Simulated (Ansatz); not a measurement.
# SiH2O2F (SMILES O[Si](O)F) at UPBE/aug-cc-pVDZ

Aim: the electronic atomisation energy of SiH2O2F at UPBE/aug-cc-pVDZ, from 5 runs. 

The calculation is run with Ansatz 0.2.0.

38 further runs of the same task are left out: 38 set aside as unsound or not needed. Runs told in other sessions of the task aren't counted.

## (1) Starting point

The species is SiH2O2F (6 atoms), meant as a doublet with charge 0. As SMILES, `O[Si](O)F`. The shape is that of a PBE0-D4/def2-TZVP optimisation. This is one conformer, not always the lowest.

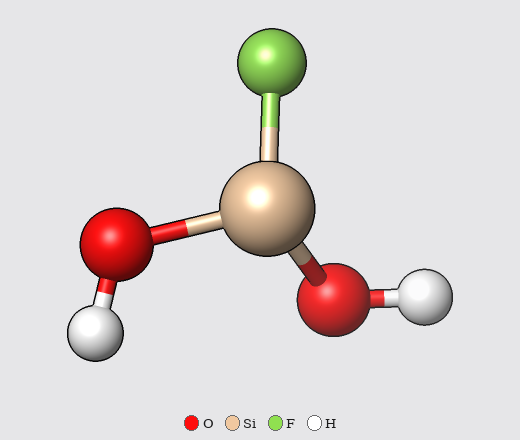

Viewed from a chosen angle; oxygen red, silicon light orange, fluorine green, hydrogen white.

## (2) A single-point energy at UPBE/aug-cc-pVDZ

input.yaml reads:

```yaml
crystal:
  periodic: [false, false, false]
  atoms:
    - {symbol: O, position_ang: [-0.887300, 1.032000, -0.626300]}
    - {symbol: Si, position_ang: [0.382900, 0.026200, -0.446500]}
    - {symbol: O, position_ang: [0.346300, -0.560700, 1.083400]}
    - {symbol: F, position_ang: [0.159400, -1.133900, -1.516300]}
    - {symbol: H, position_ang: [-1.051600, 1.658800, 0.081100]}
    - {symbol: H, position_ang: [1.092300, -1.086600, 1.378500]}
basis:
  gaussian: {orbitals: aug-cc-pVDZ}
magnetization: {spin_polarized: true, initial_magnetization: 1}
hamiltonian: {xc: pbe}
accuracy: high
output: {orbitals: {seedname: orbitals}}
```

Run with:

```bash
ansatz run input.yaml --threads 1 --pin off --max-ram 3480MiB --events-out events.jsonl --progress --plain --runs-dir runs
```

What it wrote:

```text
Warning: RAYON_NUM_THREADS=1 ignored (pool sized by the plan → 1); use --threads N
Functional definition: PBE
  name "PBE"
  parameter kappa = 0.804
  parameter beta = 0.06672455060314922
  exchange = pbe_x(kappa = kappa, mu = beta*pi^2/3)
  correlation = pbe_c(beta = beta)
2267 factors; integrals over basis functions are off by at most 3.4e-9 eV
mean field evaluation 1: about -14700.3057 eV, gradient 6.3e1 eV
mean field evaluation 2: about -14628.1284 eV, gradient 1.4e2 eV
mean field evaluation 4: about -14712.8965 eV, gradient 1.6e1 eV
mean field evaluation 8: about -14713.6404 eV, gradient 4.9e-1 eV
mean field evaluation 16: about -14713.6414 eV, gradient 5.1e-5 eV
mean field -14713.64143254 eV, -540.7163493815 hartree, gradient 2.1e-8 eV, S^2 0.751437; 0 other end points of the search recorded, 0 dependent functions left out
reference -14713.64143895 eV, -540.7163496170 hartree; 21, 20 occupied and 93, 94 virtual orbitals, 2267 factors
Total energy: -14713.64143895 eV, -540.7163496170 hartree
```

It took 22 s on 1 thread of Arm Neoverse N1, shared host; peak memory 0.38 GiB.

## (3) The F atom at the same level

molecule.yaml reads:

```yaml
crystal:
  periodic: [false, false, false]
  atoms:
    - symbol: F
      position_ang: [0.000000, 0.000000, 0.000000]
basis:
  gaussian:
    orbitals: aug-cc-pVDZ
magnetization:
  spin_polarized: true
  initial_magnetization: 1
hamiltonian:
  xc: {name: PBE}
accuracy: high
```

Run the same way, it converges to -99.63925 Eh (log not shown).

## (4) The H atom at the same level

molecule.yaml, as its differences from that of step 3:

```diff
@@ -3,3 +3,3 @@
   atoms:
-    - symbol: F
+    - symbol: H
       position_ang: [0.000000, 0.000000, 0.000000]
@@ -12,3 +12,3 @@
 hamiltonian:
-  xc: {name: PBE}
+  xc: pbe
 accuracy: high
```

Run with:

```bash
ansatz run molecule.yaml --threads 1 --pin off --max-ram 3480MiB --events-out events.jsonl --progress --plain --runs-dir runs
```

What it wrote:

```text
Warning: RAYON_NUM_THREADS=1 ignored (pool sized by the plan → 1); use --threads N
Functional definition: PBE
  name "PBE"
  parameter kappa = 0.804
  parameter beta = 0.06672455060314922
  exchange = pbe_x(kappa = kappa, mu = beta*pi^2/3)
  correlation = pbe_c(beta = beta)
42 factors; integrals over basis functions are off by at most 4.4e-8 eV
mean field evaluation 1: about -13.5791 eV, gradient 6.4e-1 eV
mean field evaluation 2: about -13.5855 eV, gradient 1.0e-1 eV
mean field evaluation 4: about -13.5846 eV, gradient 8.7e-4 eV
mean field evaluation 8: about -13.5846 eV, gradient 4.3e-9 eV
mean field -13.58458341 eV, -0.4992242322 hartree, gradient 1.4e-8 eV, S^2 0.750000; 0 other end points of the search recorded, 0 dependent functions left out
reference -13.58458858 eV, -0.4992244225 hartree; 1, 0 occupied and 8, 9 virtual orbitals, 42 factors
Total energy: -13.58458858 eV, -0.4992244225 hartree
```

Run time: 0.22 s. Hardware: 1 thread of Arm Neoverse N1, shared host.

## (5) The O atom, same level

job.yaml reads:

```yaml
basis:
  gaussian:
    orbitals: aug-cc-pVDZ
crystal:
  periodic: [false, false, false]
  atoms:
    - {symbol: O, position_ang: [0.000000, 0.000000, 0.000000]}
magnetization:
  spin_polarized: true
  initial_magnetization: 2
hamiltonian:
  xc: pbe
accuracy: high
```

Run with:

```bash
ansatz run job.yaml --threads 1 --pin off --max-ram 3480MiB --events-out events.jsonl --progress --plain --runs-dir runs
```

What it wrote:

```text
Warning: RAYON_NUM_THREADS=1 ignored (pool sized by the plan → 1); use --threads N
Functional definition: PBE
  name "PBE"
  parameter kappa = 0.804
  parameter beta = 0.06672455060314922
  exchange = pbe_x(kappa = kappa, mu = beta*pi^2/3)
  correlation = pbe_c(beta = beta)
200 factors; integrals over basis functions are off by at most 2.1e-9 eV
mean field evaluation 1: about -2040.3550 eV, gradient 8.1e0 eV
mean field evaluation 2: about -2040.3213 eV, gradient 8.5e0 eV
mean field evaluation 4: about -2040.6129 eV, gradient 1.0e-2 eV
mean field evaluation 8: about -2040.6127 eV, gradient 2.4e-4 eV
mean field evaluation 16: about -2040.6116 eV, gradient 1.6e-1 eV
mean field evaluation 32: about -2040.6127 eV, gradient 7.6e-4 eV
mean field -2040.61272944 eV, -74.9911346300 hartree, gradient 1.0e-8 eV, S^2 2.002977; 2 other end points of the search recorded, 0 dependent functions left out
reference -2040.61273199 eV, -74.9911347237 hartree; 5, 3 occupied and 18, 20 virtual orbitals, 200 factors
Total energy: -2040.61273199 eV, -74.9911347237 hartree
```

Wall time 0.95 s (1 thread of Arm Neoverse N1, shared host).

## (6) The Si atom at the same level

molecule.yaml reads:

```yaml
crystal:
  periodic: [false, false, false]
  atoms:
    - symbol: Si
      position_ang: [0.000000, 0.000000, 0.000000]
basis:
  gaussian:
    orbitals: aug-cc-pVDZ
hamiltonian:
  xc: {name: PBE}
accuracy: high
magnetization:
  spin_polarized: true
  initial_magnetization: 2
total_charge: 0
```

Run the same way, it converges to -289.22031 Eh (log not shown).

## (7) Results

At UPBE/aug-cc-pVDZ:

```
                                    quantity          value
                      molecule: total energy  -540.71635 Eh
molecule: HOMO energy (highest over α and β)       -5.24 eV
 molecule: LUMO energy (lowest over α and β)       -3.46 eV
                              molecule: ⟨S²⟩          0.751
                        F atom: total energy   -99.63925 Eh
                                F atom: ⟨S²⟩          0.751
                        H atom: total energy    -0.49922 Eh
                                H atom: ⟨S²⟩          0.750
                        O atom: total energy   -74.99113 Eh
                                O atom: ⟨S²⟩          2.003
                       Si atom: total energy  -289.22031 Eh
                               Si atom: ⟨S²⟩          2.004
               electronic atomisation energy      23.839 eV
```

What this shows: Taking the molecule apart into free atoms costs 23.84 eV (2300 kJ/mol), before zero-point energy and without spin-orbit coupling.
